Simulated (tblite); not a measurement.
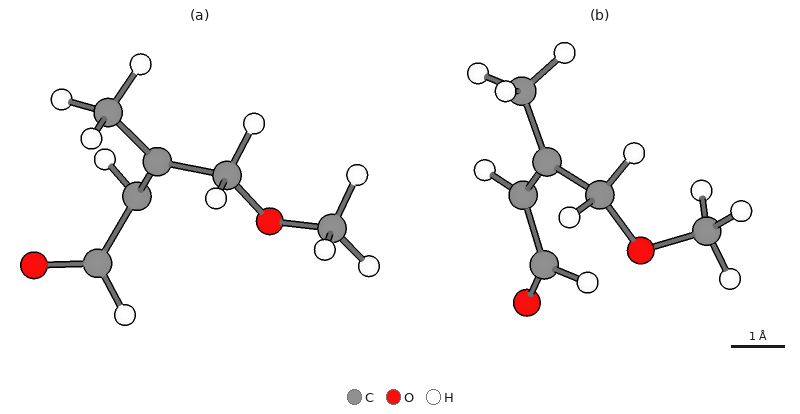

The structure of C₆H₁₀O₂ (charge +1, multiplicity 2) before (left) and after (right) a relaxation, at one scale.

The picture is a ball-and-stick view, seen at a tilt.

These are results of GFN2-xTB geometry optimisation, gas phase in tblite 0.8.0, not measurements. 

Summarise the run.

The atom that moves furthest after the best rigid fit is an O atom (2.20 Å). Largest moves by element: O 2.20 Å, H 1.75 Å, C 0.89 Å. Near-neighbour distances that change, for instance: C–C 1.473 → 1.345 Å, C–H 1.108 → 1.159 Å, C–C 1.482 → 1.437 Å, C–H 1.127 → 1.089 Å. Among the angles between lasting bonds that change: C–C–H 121.6° → 106.3°, C–C–H 109.2° → 120.8°, C–C–O 122.5° → 133.5°. Groups turn about C–O by about 90°. After 155 geometry steps the energy has fallen by 48.7 kcal/mol. Cost: 0.81 s on 1 thread of Arm Neoverse V2, with other jobs on the host.
